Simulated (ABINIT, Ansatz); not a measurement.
# AlBiTe3 (Pm-3m): zone-centre phonons, part 3 of 5

Wanted: the vibrations of AlBiTe3 (Pm-3m) at Γ, by two programs.

ABINIT 10.8.3; DFT LDA, scalar-relativistic, plane waves, HGH norm-conserving pseudopotentials.

So far. Step 2 (Relaxing the cell and atoms): The volume changes by +1.0 % from the cell with which this run began. Step 4 (Zone-centre response): The acoustic modes at Γ come out as far as 0.9 cm⁻¹ from zero, where they should vanish, a small numerical error. The lowest optical mode is imaginary, 77i cm⁻¹, an instability at this level and on this k mesh. The relaxed cell has a = 5.225 Å (conventional setting).

The structure was built from a prototype and need not be the compound's stable phase.

## Step 5: Modes with the sum rule

anaddb reads the merged derivatives and imposes the acoustic sum rule.

The input, anaddb.abi:

```
ddb_filepath "gamma_DDB"
output_file "anaddb.abo"
outdata_prefix "anaddb"
asr 1
chneut 1
enunit 2
eivec 1
nph1l 1
qph1l 0.0 0.0 0.0 1.0
```

The input, mrgddb.in:

```
gamma_DDB
merged
2
dfpt_gammao_DDB
gso_DDB
```

Started as:

```bash
$ mrgddb < mrgddb.in > mrgddb.log
$ OMP_NUM_THREADS=1 anaddb anaddb.abi > anaddb.log
```

anaddb.abo, the main output file:

```text
-outvars_anaddb: echo values of input variables ----------------------

 Miscellaneous information :
      enunit         2
       eivec         1
         asr         1
 First list of wavevector (reduced coord.) :
       nph1l         1
       qph1l
                     0.00000000E+00  0.00000000E+00  0.00000000E+00    1.000E+00

================================================================================

 read the DDB information and perform some checks

  ==== Info on the Cryst% object ====
 Real(R)+Recip(G) space primitive vectors, cartesian coordinates (Bohr,Bohr^-1):
 R(1)=  9.8744841  0.0000000  0.0000000  G(1)=  0.1012711  0.0000000  0.0000000
 R(2)=  0.0000000  9.8744841  0.0000000  G(2)=  0.0000000  0.1012711  0.0000000
 R(3)=  0.0000000  0.0000000  9.8744841  G(3)=  0.0000000  0.0000000  0.1012711
 Unit cell volume ucvol=  9.6281588E+02 bohr^3
 Angles (23,13,12)=  9.00000000E+01  9.00000000E+01  9.00000000E+01 degrees
 Time-reversal symmetry is present
 Reduced atomic positions [iatom, xred, symbol]:
    1)    0.0000000  0.0000000  0.0000000  Bi
    2)    0.5000000  0.5000000  0.5000000  Al
    3)    0.5000000  0.5000000  0.0000000  Te
    4)    0.5000000  0.0000000  0.5000000  Te
    5)    0.0000000  0.5000000  0.5000000  Te

 DDB file with 3 blocks has been read.

================================================================================

 Treat the first list of vectors

  Phonon wavevector (reduced coordinates) :  0.00000  0.00000  0.00000
 Phonon energies in Hartree :
  -3.512243E-04 -3.512243E-04 -3.512243E-04 -2.505511E-04 -2.505511E-04
  -2.505511E-04  0.000000E+00  0.000000E+00  0.000000E+00  9.591046E-05
   9.591046E-05  9.591046E-05  1.333307E-03  1.333307E-03  1.333307E-03
 Phonon energies in meV     :
- -9.557299E+00 -9.557299E+00 -9.557299E+00 -6.817843E+00 -6.817843E+00
- -6.817843E+00  0.000000E+00  0.000000E+00  0.000000E+00  2.609857E+00
-  2.609857E+00  2.609857E+00  3.628113E+01  3.628113E+01  3.628113E+01
 Phonon frequencies in cm-1    :
- -7.708481E+01 -7.708481E+01 -7.708481E+01 -5.498961E+01 -5.498961E+01
- -5.498961E+01  0.000000E+00  0.000000E+00  0.000000E+00  2.104991E+01
-  2.104991E+01  2.104991E+01  2.926270E+02  2.926270E+02  2.926270E+02
 Phonon frequencies in Thz     :
- -2.310945E+00 -2.310945E+00 -2.310945E+00 -1.648547E+00 -1.648547E+00
- -1.648547E+00  0.000000E+00  0.000000E+00  0.000000E+00  6.310605E-01
-  6.310605E-01  6.310605E-01  8.772738E+00  8.772738E+00  8.772738E+00
 Phonon energies in Kelvin  :
- -1.109078E+02 -1.109078E+02 -1.109078E+02 -7.911778E+01 -7.911778E+01
- -7.911778E+01  0.000000E+00  0.000000E+00  0.000000E+00  3.028613E+01
-  3.028613E+01  3.028613E+01  4.210250E+02  4.210250E+02  4.210250E+02

 Eigendisplacements
 (will be given, for each mode : in cartesian coordinates
   for each atom the real part of the displacement vector,
   then the imaginary part of the displacement vector - absolute values smaller than 1.0d-7 are set to zero)
  Mode number    1   Energy   -3.512243E-04
 Attention : low frequency mode.
   (Could be unstable or acoustic mode)
-  1  0.00000000E+00  0.00000000E+00  1.16999165E-03
-     0.00000000E+00  0.00000000E+00  0.00000000E+00
-  2  0.00000000E+00  0.00000000E+00  4.27459723E-04
-     0.00000000E+00  0.00000000E+00  0.00000000E+00
-  3  0.00000000E+00  0.00000000E+00  2.80851101E-06
-     0.00000000E+00  0.00000000E+00  0.00000000E+00
-  4  0.00000000E+00  0.00000000E+00 -1.00465149E-03
-     0.00000000E+00  0.00000000E+00  0.00000000E+00
-  5  0.00000000E+00  0.00000000E+00 -1.00465149E-03
-     0.00000000E+00  0.00000000E+00  0.00000000E+00
  Mode number    2   Energy   -3.512243E-04
 Attention : low frequency mode.
   (Could be unstable or acoustic mode)
-  1  0.00000000E+00 -1.16999165E-03  0.00000000E+00
-     0.00000000E+00  0.00000000E+00  0.00000000E+00
-  2  0.00000000E+00 -4.27459723E-04  0.00000000E+00
-     0.00000000E+00  0.00000000E+00  0.00000000E+00
-  3  0.00000000E+00  1.00465149E-03  0.00000000E+00
-     0.00000000E+00  0.00000000E+00  0.00000000E+00
-  4  0.00000000E+00 -2.80851101E-06  0.00000000E+00
-     0.00000000E+00  0.00000000E+00  0.00000000E+00
-  5  0.00000000E+00  1.00465149E-03  0.00000000E+00
-     0.00000000E+00  0.00000000E+00  0.00000000E+00
  Mode number    3   Energy   -3.512243E-04
 Attention : low frequency mode.
   (Could be unstable or acoustic mode)
-  1  1.16999165E-03  0.00000000E+00  0.00000000E+00
-     0.00000000E+00  0.00000000E+00  0.00000000E+00
-  2  4.27459723E-04  0.00000000E+00  0.00000000E+00
-     0.00000000E+00  0.00000000E+00  0.00000000E+00
-  3 -1.00465149E-03  0.00000000E+00  0.00000000E+00
-     0.00000000E+00  0.00000000E+00  0.00000000E+00
-  4 -1.00465149E-03  0.00000000E+00  0.00000000E+00
-     0.00000000E+00  0.00000000E+00  0.00000000E+00
-  5  2.80851101E-06  0.00000000E+00  0.00000000E+00
-     0.00000000E+00  0.00000000E+00  0.00000000E+00
  Mode number    4   Energy   -2.505511E-04
 Attention : low frequency mode.
   (Could be unstable or acoustic mode)
-  1  0.00000000E+00  0.00000000E+00  0.00000000E+00
-     0.00000000E+00  0.00000000E+00  0.00000000E+00
-  2  0.00000000E+00  0.00000000E+00  0.00000000E+00
-     0.00000000E+00  0.00000000E+00  0.00000000E+00
-  3  0.00000000E+00  0.00000000E+00  0.00000000E+00
-     0.00000000E+00  0.00000000E+00  0.00000000E+00
-  4  0.00000000E+00  0.00000000E+00 -1.46615408E-03
-     0.00000000E+00  0.00000000E+00  0.00000000E+00
-  5  0.00000000E+00  0.00000000E+00  1.46615408E-03
-     0.00000000E+00  0.00000000E+00  0.00000000E+00
  Mode number    5   Energy   -2.505511E-04
 Attention : low frequency mode.
   (Could be unstable or acoustic mode)
-  1  0.00000000E+00  0.00000000E+00  0.00000000E+00
-     0.00000000E+00  0.00000000E+00  0.00000000E+00
-  2  0.00000000E+00  0.00000000E+00  0.00000000E+00
-     0.00000000E+00  0.00000000E+00  0.00000000E+00
-  3  0.00000000E+00 -1.46615408E-03  0.00000000E+00
-     0.00000000E+00  0.00000000E+00  0.00000000E+00
-  4  0.00000000E+00  0.00000000E+00  0.00000000E+00
-     0.00000000E+00  0.00000000E+00  0.00000000E+00
-  5  0.00000000E+00  1.46615408E-03  0.00000000E+00
-     0.00000000E+00  0.00000000E+00  0.00000000E+00
  Mode number    6   Energy   -2.505511E-04
 Attention : low frequency mode.
   (Could be unstable or acoustic mode)
-  1  0.00000000E+00  0.00000000E+00  0.00000000E+00
-     0.00000000E+00  0.00000000E+00  0.00000000E+00
-  2  0.00000000E+00  0.00000000E+00  0.00000000E+00
-     0.00000000E+00  0.00000000E+00  0.00000000E+00
-  3  1.46615408E-03  0.00000000E+00  0.00000000E+00
-     0.00000000E+00  0.00000000E+00  0.00000000E+00
-  4 -1.46615408E-03  0.00000000E+00  0.00000000E+00
-     0.00000000E+00  0.00000000E+00  0.00000000E+00
-  5  0.00000000E+00  0.00000000E+00  0.00000000E+00
-     0.00000000E+00  0.00000000E+00  0.00000000E+00
  Mode number    7   Energy    0.000000E+00
 Attention : low frequency mode.
   (Could be unstable or acoustic mode)
-  1  0.00000000E+00  0.00000000E+00  9.41491765E-04
-     0.00000000E+00  0.00000000E+00  0.00000000E+00
-  2  0.00000000E+00  0.00000000E+00  9.41831888E-04
-     0.00000000E+00  0.00000000E+00  0.00000000E+00
-  3  0.00000000E+00  0.00000000E+00  9.41751939E-04
-     0.00000000E+00  0.00000000E+00  0.00000000E+00
-  4  0.00000000E+00  0.00000000E+00  9.41544572E-04
-     0.00000000E+00  0.00000000E+00  0.00000000E+00
-  5  0.00000000E+00  0.00000000E+00  9.41544572E-04
-     0.00000000E+00  0.00000000E+00  0.00000000E+00
  Mode number    8   Energy    0.000000E+00
 Attention : low frequency mode.
   (Could be unstable or acoustic mode)
-  1  0.00000000E+00 -9.41491765E-04  0.00000000E+00
-     0.00000000E+00  0.00000000E+00  0.00000000E+00
-  2  0.00000000E+00 -9.41831888E-04  0.00000000E+00
-     0.00000000E+00  0.00000000E+00  0.00000000E+00
-  3  0.00000000E+00 -9.41544572E-04  0.00000000E+00
-     0.00000000E+00  0.00000000E+00  0.00000000E+00
-  4  0.00000000E+00 -9.41751939E-04  0.00000000E+00
-     0.00000000E+00  0.00000000E+00  0.00000000E+00
-  5  0.00000000E+00 -9.41544572E-04  0.00000000E+00
-     0.00000000E+00  0.00000000E+00  0.00000000E+00
  Mode number    9   Energy    0.000000E+00
 Attention : low frequency mode.
   (Could be unstable or acoustic mode)
-  1  9.41491765E-04  0.00000000E+00  0.00000000E+00
-     0.00000000E+00  0.00000000E+00  0.00000000E+00
-  2  9.41831888E-04  0.00000000E+00  0.00000000E+00
-     0.00000000E+00  0.00000000E+00  0.00000000E+00
-  3  9.41544572E-04  0.00000000E+00  0.00000000E+00
-     0.00000000E+00  0.00000000E+00  0.00000000E+00
-  4  9.41544572E-04  0.00000000E+00  0.00000000E+00
-     0.00000000E+00  0.00000000E+00  0.00000000E+00
-  5  9.41751939E-04  0.00000000E+00  0.00000000E+00
-     0.00000000E+00  0.00000000E+00  0.00000000E+00
  Mode number   10   Energy    9.591046E-05
-  1  0.00000000E+00  0.00000000E+00 -6.08003510E-04
-     0.00000000E+00  0.00000000E+00  0.00000000E+00
-  2  0.00000000E+00  0.00000000E+00  2.22700462E-03
-     0.00000000E+00  0.00000000E+00  0.00000000E+00
-  3  0.00000000E+00  0.00000000E+00  1.47949452E-03
-     0.00000000E+00  0.00000000E+00  0.00000000E+00
-  4  0.00000000E+00  0.00000000E+00 -4.77577408E-04
-     0.00000000E+00  0.00000000E+00  0.00000000E+00
-  5  0.00000000E+00  0.00000000E+00 -4.77577408E-04
-     0.00000000E+00  0.00000000E+00  0.00000000E+00
  Mode number   11   Energy    9.591046E-05
-  1  0.00000000E+00 -6.08003510E-04  0.00000000E+00
-     0.00000000E+00  0.00000000E+00  0.00000000E+00
-  2  0.00000000E+00  2.22700462E-03  0.00000000E+00
-     0.00000000E+00  0.00000000E+00  0.00000000E+00
-  3  0.00000000E+00 -4.77577408E-04  0.00000000E+00
-     0.00000000E+00  0.00000000E+00  0.00000000E+00
-  4  0.00000000E+00  1.47949452E-03  0.00000000E+00
-     0.00000000E+00  0.00000000E+00  0.00000000E+00
-  5  0.00000000E+00 -4.77577408E-04  0.00000000E+00
-     0.00000000E+00  0.00000000E+00  0.00000000E+00
  Mode number   12   Energy    9.591046E-05
-  1  6.08003510E-04  0.00000000E+00  0.00000000E+00
-     0.00000000E+00  0.00000000E+00  0.00000000E+00
-  2 -2.22700462E-03  0.00000000E+00  0.00000000E+00
-     0.00000000E+00  0.00000000E+00  0.00000000E+00
-  3  4.77577408E-04  0.00000000E+00  0.00000000E+00
-     0.00000000E+00  0.00000000E+00  0.00000000E+00
-  4  4.77577408E-04  0.00000000E+00  0.00000000E+00
-     0.00000000E+00  0.00000000E+00  0.00000000E+00
-  5 -1.47949452E-03  0.00000000E+00  0.00000000E+00
-     0.00000000E+00  0.00000000E+00  0.00000000E+00
  Mode number   13   Energy    1.333307E-03
-  1  0.00000000E+00  0.00000000E+00  8.67953049E-06
-     0.00000000E+00  0.00000000E+00  0.00000000E+00
-  2  0.00000000E+00  0.00000000E+00 -3.78184575E-03
-     0.00000000E+00  0.00000000E+00  0.00000000E+00
-  3  0.00000000E+00  0.00000000E+00  1.10607728E-03
-     0.00000000E+00  0.00000000E+00  0.00000000E+00
-  4  0.00000000E+00  0.00000000E+00 -1.60302265E-04
-     0.00000000E+00  0.00000000E+00  0.00000000E+00
-  5  0.00000000E+00  0.00000000E+00 -1.60302265E-04
-     0.00000000E+00  0.00000000E+00  0.00000000E+00
  Mode number   14   Energy    1.333307E-03
-  1  0.00000000E+00 -8.67953049E-06  0.00000000E+00
-     0.00000000E+00  0.00000000E+00  0.00000000E+00
-  2  0.00000000E+00  3.78184575E-03  0.00000000E+00
-     0.00000000E+00  0.00000000E+00  0.00000000E+00
-  3  0.00000000E+00  1.60302265E-04  0.00000000E+00
-     0.00000000E+00  0.00000000E+00  0.00000000E+00
-  4  0.00000000E+00 -1.10607728E-03  0.00000000E+00
-     0.00000000E+00  0.00000000E+00  0.00000000E+00
-  5  0.00000000E+00  1.60302265E-04  0.00000000E+00
-     0.00000000E+00  0.00000000E+00  0.00000000E+00
  Mode number   15   Energy    1.333307E-03
-  1  8.67953049E-06  0.00000000E+00  0.00000000E+00
-     0.00000000E+00  0.00000000E+00  0.00000000E+00
-  2 -3.78184575E-03  0.00000000E+00  0.00000000E+00
-     0.00000000E+00  0.00000000E+00  0.00000000E+00
-  3 -1.60302265E-04  0.00000000E+00  0.00000000E+00
-     0.00000000E+00  0.00000000E+00  0.00000000E+00
-  4 -1.60302265E-04  0.00000000E+00  0.00000000E+00
-     0.00000000E+00  0.00000000E+00  0.00000000E+00
-  5  1.10607728E-03  0.00000000E+00  0.00000000E+00
-     0.00000000E+00  0.00000000E+00  0.00000000E+00

 Analysis of degeneracies and characters (maximum tolerance=1.00E-06 a.u.)
 For each vibration mode, or group of modes if degenerate,
 the characters are given for each symmetry operation (see the list in the log file).
 Symmetry characters of vibration mode #   1
       degenerate with vibration modes #   2 to    3
  3.0 -3.0 -1.0  1.0 -1.0  1.0 -1.0  1.0  1.0 -1.0 -1.0  1.0  1.0 -1.0 -1.0  1.0
 -0.0  0.0 -0.0  0.0  0.0 -0.0  0.0 -0.0  1.0 -1.0 -1.0  1.0 -1.0  1.0  1.0 -1.0
 -0.0  0.0  0.0 -0.0  0.0 -0.0 -0.0  0.0  1.0 -1.0  1.0 -1.0 -1.0  1.0 -1.0  1.0
 Symmetry characters of vibration mode #   4
       degenerate with vibration modes #   5 to    6
  3.0 -3.0 -1.0  1.0 -1.0  1.0 -1.0  1.0 -1.0  1.0  1.0 -1.0 -1.0  1.0  1.0 -1.0
 -0.0  0.0  0.0 -0.0 -0.0  0.0  0.0 -0.0 -1.0  1.0  1.0 -1.0  1.0 -1.0 -1.0  1.0
 -0.0  0.0 -0.0  0.0  0.0 -0.0  0.0 -0.0 -1.0  1.0 -1.0  1.0  1.0 -1.0  1.0 -1.0
 Symmetry characters of vibration mode #   7
       degenerate with vibration modes #   8 to    9
  3.0 -3.0 -1.0  1.0 -1.0  1.0 -1.0  1.0  1.0 -1.0 -1.0  1.0  1.0 -1.0 -1.0  1.0
 -0.0  0.0 -0.0  0.0  0.0 -0.0  0.0 -0.0  1.0 -1.0 -1.0  1.0 -1.0  1.0  1.0 -1.0
 -0.0  0.0  0.0 -0.0  0.0 -0.0 -0.0  0.0  1.0 -1.0  1.0 -1.0 -1.0  1.0 -1.0  1.0
 Symmetry characters of vibration mode #  10
       degenerate with vibration modes #  11 to   12
  3.0 -3.0 -1.0  1.0 -1.0  1.0 -1.0  1.0  1.0 -1.0 -1.0  1.0  1.0 -1.0 -1.0  1.0
  0.0 -0.0 -0.0  0.0 -0.0  0.0  0.0 -0.0  1.0 -1.0 -1.0  1.0 -1.0  1.0  1.0 -1.0
  0.0 -0.0 -0.0  0.0  0.0 -0.0 -0.0  0.0  1.0 -1.0  1.0 -1.0 -1.0  1.0 -1.0  1.0
 Symmetry characters of vibration mode #  13
       degenerate with vibration modes #  14 to   15
  3.0 -3.0 -1.0  1.0 -1.0  1.0 -1.0  1.0  1.0 -1.0 -1.0  1.0  1.0 -1.0 -1.0  1.0
  0.0 -0.0  0.0 -0.0 -0.0  0.0 -0.0  0.0  1.0 -1.0 -1.0  1.0 -1.0  1.0  1.0 -1.0
  0.0 -0.0 -0.0  0.0 -0.0  0.0  0.0 -0.0  1.0 -1.0  1.0 -1.0 -1.0  1.0 -1.0  1.0
-
```

It took 0.76 s on 1 thread of Intel Xeon at 2.70GHz, shared host.

Numbers from this step:

| Property | Result |
| --- | --- |
| lowest optical zone-centre mode | -77.08 cm⁻¹ |

No LO-TO term; unit eigenvectors of the mass-weighted matrix, from anaddb's displacements. The modes at Γ (shares of kinetic energy by element, %) (negative means imaginary):

```csv
mode,frequency (cm⁻¹),symmetry,Bi %,Al %,Te %
1,-77.1,T1u,52,1,47
2,-77.1,T1u,52,1,47
3,-77.1,T1u,52,1,47
4,-55.0,T2u,0,0,100
5,-55.0,T2u,0,0,100
6,-55.0,T2u,0,0,100
7,0.0,acoustic,34,4,62
8,0.0,acoustic,34,4,62
9,0.0,acoustic,34,4,62
10,21.0,T1u,14,24,62
11,21.0,T1u,14,24,62
12,21.0,T1u,14,24,62
13,292.6,T1u,0,70,30
14,292.6,T1u,0,70,30
15,292.6,T1u,0,70,30
```

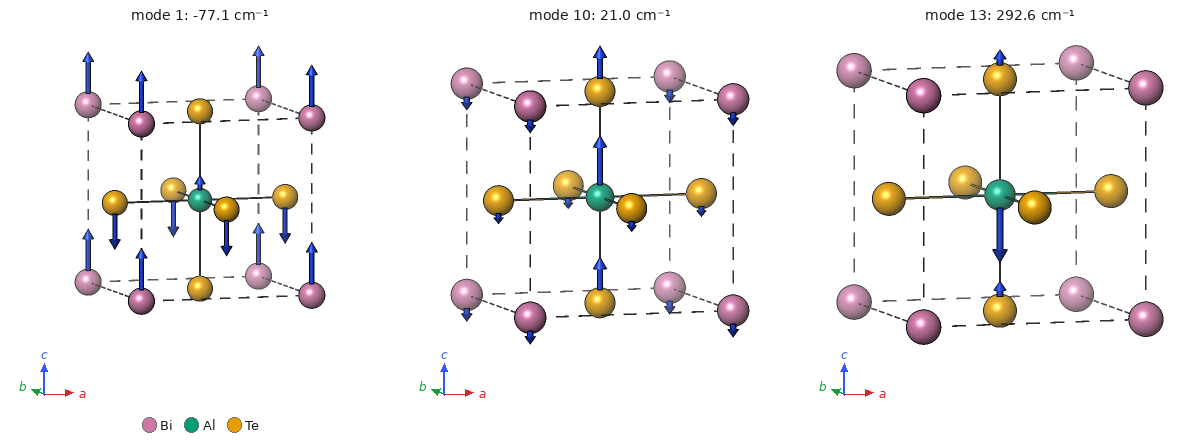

Displacement patterns of modes 1, 10 and 13 at Γ; arrows are exaggerated. Some periodic images of atoms are drawn too.

The rule moves no optical mode by more than 0.1 cm⁻¹.

(Part 3 of 5 ends here.)

[Host names and launcher messages were left out of these logs when they were recorded.]

[Logs are printed without paths, hosts, clocks, repeated set-up lines and the standing remarks that a program may print on its own settings, such as how far it seeks lower states.]

[Hosts, paths, dates, database ids (printed as entryN), source tags and the programs' standing remarks are cut or masked in the printed files.]
